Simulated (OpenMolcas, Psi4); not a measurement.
## CH6BN (SMILES CBN): the vertical energy of the triplet above the singlet, rung by rung

CH6BN: 9 atoms, total charge 0, spin state singlet. As SMILES, `CBN`. The shape is that of a PBE0-D4/def2-TZVP optimisation.

Each level gives the vertical energy of the triplet above the singlet (eV). The values are calculated.

```json
{"level": "SVWN5/cc-pVDZ", "kind": "LDA", "program": "OpenMolcas", "value (eV)": "6.50", "less CCSD(T)/cc-pVDZ": "-1.26", "CPU time (all runs)": "2.1 min"}
{"level": "BLYP/cc-pVDZ", "kind": "GGA", "program": "Psi4", "value (eV)": "6.47", "less CCSD(T)/cc-pVDZ": "-1.29", "CPU time (all runs)": "2.7 min"}
{"level": "M06-L/cc-pVDZ", "kind": "meta-GGA", "program": "OpenMolcas", "value (eV)": "6.72", "less CCSD(T)/cc-pVDZ": "-1.04", "CPU time (all runs)": "2.9 min"}
{"level": "B3LYP/cc-pVDZ", "kind": "global hybrid", "program": "Psi4", "value (eV)": "6.72", "less CCSD(T)/cc-pVDZ": "-1.04", "CPU time (all runs)": "2.2 min"}
{"level": "BHLYP/cc-pVDZ", "kind": "global hybrid", "program": "OpenMolcas", "value (eV)": "6.63", "less CCSD(T)/cc-pVDZ": "-1.13", "CPU time (all runs)": "92 s"}
{"level": "CAM-B3LYP/cc-pVDZ", "kind": "range-separated hybrid", "program": "Psi4", "value (eV)": "7.43", "less CCSD(T)/cc-pVDZ": "-0.33", "CPU time (all runs)": "2.4 min"}
{"level": "HSE06/cc-pVDZ", "kind": "range-separated hybrid", "program": "Psi4", "value (eV)": "6.56", "less CCSD(T)/cc-pVDZ": "-1.20", "CPU time (all runs)": "5.4 min"}
{"level": "DSD-PBEP86/cc-pVDZ (density fitting for correlation)", "kind": "double hybrid", "program": "Psi4", "value (eV)": "7.63", "less CCSD(T)/cc-pVDZ": "-0.13", "CPU time (all runs)": "88 s"}
{"level": "MP2/cc-pVDZ", "kind": "perturbation theory", "program": "Psi4", "value (eV)": "7.83", "less CCSD(T)/cc-pVDZ": "+0.07", "CPU time (all runs)": "26 s"}
{"level": "CCSD(T)/cc-pVDZ", "kind": "coupled cluster or CI", "program": "Psi4", "value (eV)": "7.76", "less CCSD(T)/cc-pVDZ": "0.00", "CPU time (all runs)": "3.3 min"}
```

CCSD(T)/cc-pVDZ is the highest level here, not the true value. The values span 6.47 to 7.83 eV. A triplet this far above the singlet is often a Rydberg-like or dissociative state; sets without diffuse functions put Rydberg states too high. Times are those of the runs behind each value, whatever else they computed, on shared processors of several kinds: orders of magnitude only.

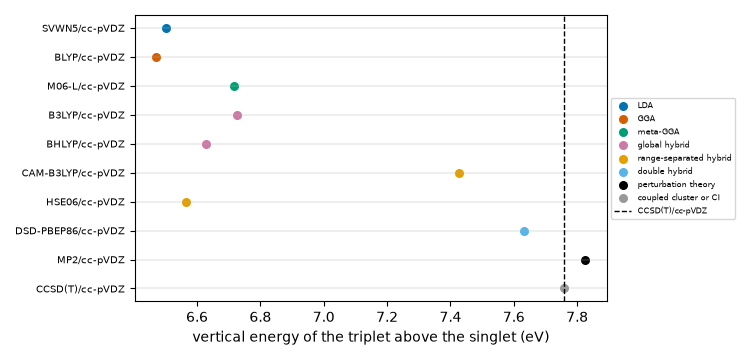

The values of the table, level by level.
